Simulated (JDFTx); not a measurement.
Cd(0001) slab cut from bulk Cd (space group P6_3/mmc, indices of the conventional cell, lattice of the Materials Project entry mp-94, not re-optimised): 4 atoms in 4 planes, a 1x1 cell of 7.58 Å² (|a| = 2.958, |b| = 2.958 Å), 8.9 Å between the outermost planes, cell height 24.8 Å, 8×8×1 k mesh, Fermi smearing 0.01 Ha, no spin polarisation.

Computed with a modified build of JDFTx: PBE, GBRV ultrasoft potentials, plane waves to 20/100 Ha. Liquid on both sides: linear PCM (GLSSA13), water, 1 M NaCl; nuclei fixed, outer atoms relaxed in vacuum. Potentials are on the SHE scale by the convention U = −μ/e − 4.44 V; references calibrated for a solvation model differ from this value. This is a symmetric, unreconstructed model surface, and the continuum liquid cannot react with it. Convergence in thickness and k mesh wasn't tested for this slab.

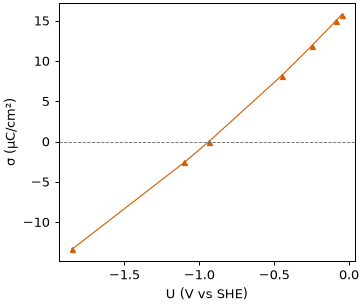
Surface charge density of Cd(0001) against potential

Question: Read off the potential of zero charge and the mean capacitance σ/(U − U_pzc) at the computed points next to it.

Answer: U_pzc ≈ -0.9 V. At -1.10 V it is about 16 μF/cm². At -0.45 V it is about 17 μF/cm².
